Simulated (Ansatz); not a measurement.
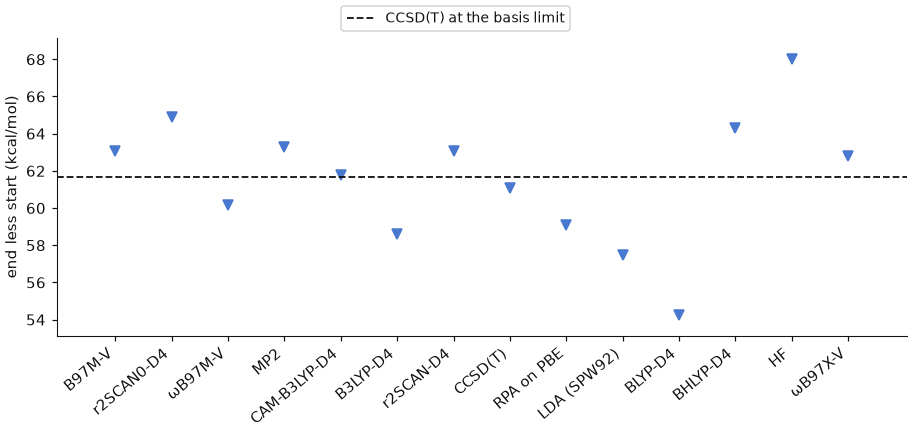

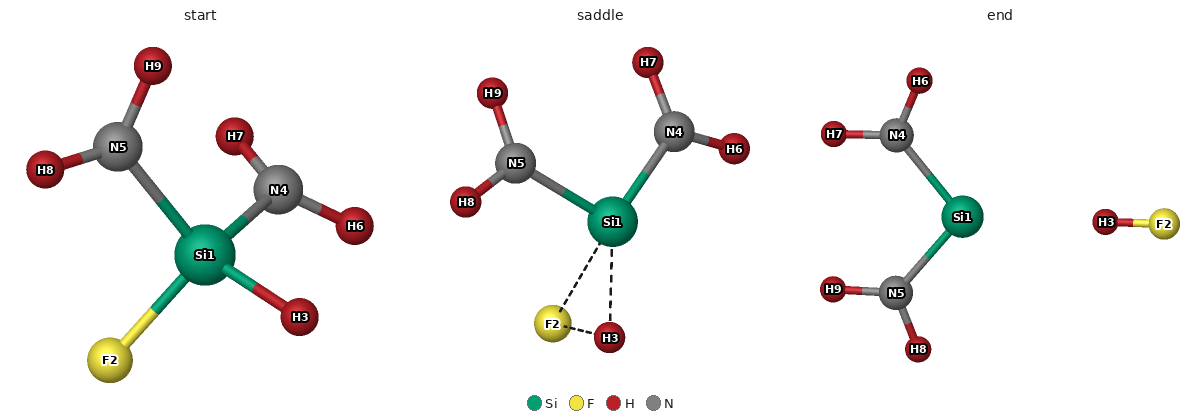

Energy change in one step of SiN₂H₅F at several levels. In the step F2–H3 (2.44 → 1.22 → 0.94 Å) forms; Si1–F2 (1.60 → 2.11 → 3.24 Å) and Si1–H3 (1.48 → 1.61 → 2.30 Å) break (lengths at start, saddle and end; changes of bond order aren't listed). Electronic energies at PBE0-D4/def2-TZVP geometries, energies in def2-TZVPP, the Ansatz code; cores frozen in correlated methods, no zero-point terms. Start and end are the structures at the ends of the path (complexes, where there are several molecules). The line is the MP2 basis limit plus CCSD(T) less MP2 in triple zeta. RPA on PBE holds a correlation term that converges slowly with the basis, so part of the distance to the limit is basis error. The distance of MP2 and CCSD(T) to the limit includes basis error. The limit lies 0.6 kcal/mol from CCSD(T) in triple zeta, so the line itself is uncertain by a part of that.

Question: What range do the values span, the line included?

Answer: From 54.2 kcal/mol (BLYP-D4) to 68.0 kcal/mol (HF).

Question: Which level comes closest to the line (CCSD(T) at the basis limit), and which misses most?

Answer: Closest CAM-B3LYP-D4 (61.8 kcal/mol), against 61.7 kcal/mol; farthest BLYP-D4 (54.2 kcal/mol).
